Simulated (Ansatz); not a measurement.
C2H6Cl2FHfN

```xyz
13

C     0.2362    0.1299    1.4175
N     0.0650   -0.2018    0.0183
C     0.4201   -1.5633   -0.3031
Hf   -0.6101    1.2596   -1.1495
F    -0.7275    0.5285   -2.8955
Cl   -2.7081    1.9264   -0.3056
Cl    0.9314    3.0383   -1.0164
H    -0.3936   -0.5014    2.0567
H     1.2812    0.0125    1.7302
H    -0.0450    1.1718    1.6153
H     1.4720   -1.7647   -0.0629
H    -0.1945   -2.2759    0.2620
H     0.2730   -1.7600   -1.3670
```

Geometry: PBE0-D4/def2-TZVP; core potentials replace the inner electrons of Hf.

Theory: Ansatz 0.2.0, RKS PBE0-D4/def2-TZVPP.

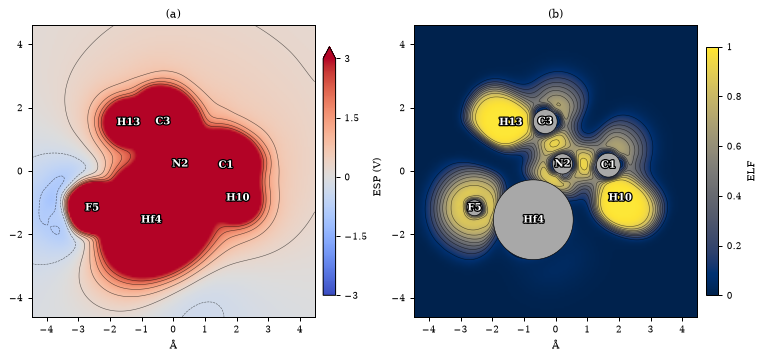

Figure 1. (a) molecular electrostatic potential; (b) electron localisation function on the plane of atoms C3, N2 and Hf4. Grey discs cover the atomic cores in the ELF map.

> What does the map show?

The section cuts through C, N, Hf, F and H sites.
C–N (1.44 Å): the ELF peaks at about 0.90 between the atoms; a shared electron pair.
Hf–F (1.90 Å): the ELF peaks at about 0.85 in the valence shell of F, 0.5 Å from its nucleus, and drops to about 0.20 between the two atoms.
Hf–N (1.99 Å): the ELF peaks at about 0.90 in the valence shell of N, 0.6 Å from its nucleus, and is about 0.30 at the midpoint.
C–Hf (2.93 Å): the ELF is about 0.45 at the midpoint.
C–H (1.09 Å): the ELF climbs to about 1 towards the hydrogen, as it does in any bond to H; an ordinary covalent bond to hydrogen.
Outside the dense part of the molecule the potential is most negative (−1.0 V) near F5.

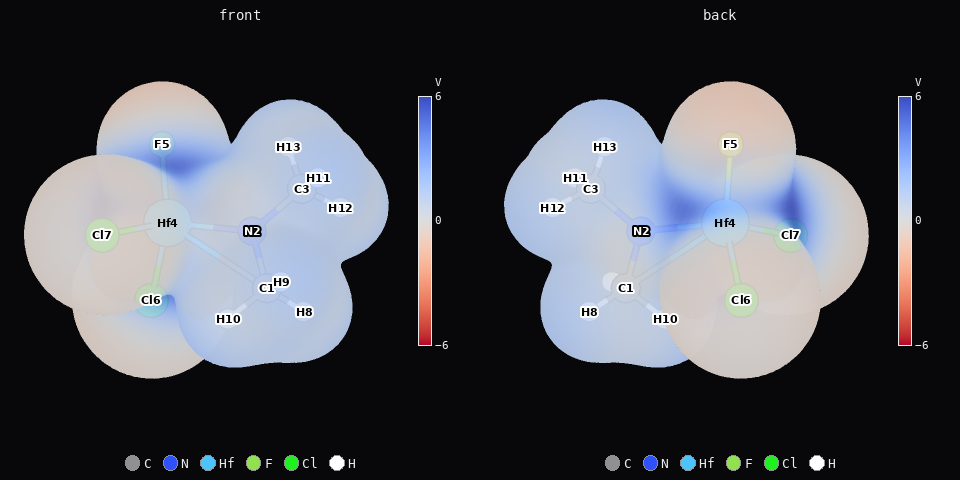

Figure 2. The electrostatic potential painted on the density surface at 0.004 e/bohr³, seen from the front and from behind; the colour scale runs from red (negative) to blue (positive).

> Where is the surface potential most negative and most positive?

The most negative region (about −1.0 V, or −23 kcal/mol for a unit charge) lies over F5, the most positive (about +4.9 V, or +113 kcal/mol for a unit charge) over Hf4.

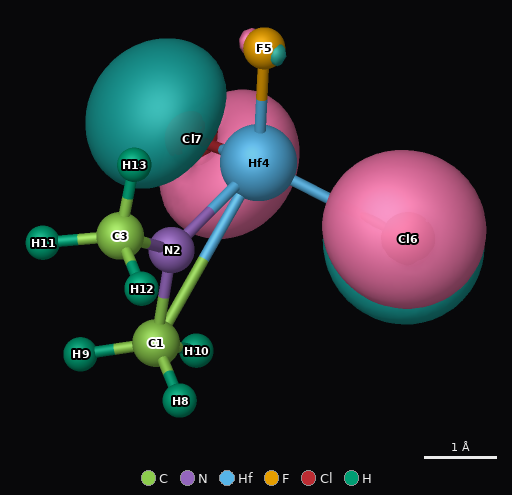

Figure 3. The HOMO−1 at ±0.1 Å⁻³ᐟ² (teal and pink are the two phases), seen at an oblique angle.

> What is the character of this orbital?

Its weight (Hirshfeld) is mainly on Cl7 (about 45 %) and Cl6 (about 45 %); largely a combination of lone pairs on Cl7 and Cl6. Its energy is −9.18 eV.
